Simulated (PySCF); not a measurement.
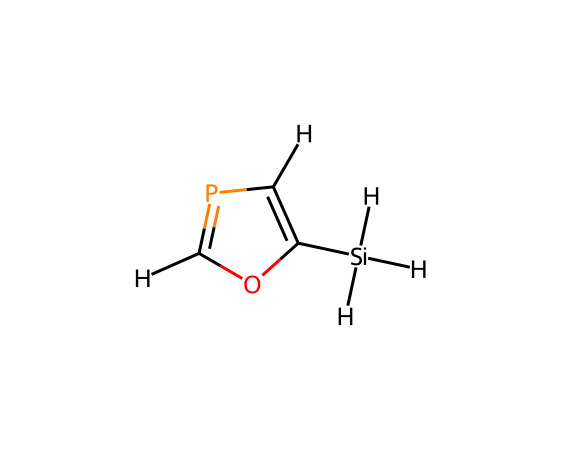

Source: calculation with PySCF.

2D structure.

Question: Give its SMILES.

Answer: [SiH3]c1cpco1

Question: Give the formula, hydrogens included.

Answer: C3H5OPSi.

Question: An optimisation with GFN2-xTB gave a structure of which point group?

Answer: Cs.
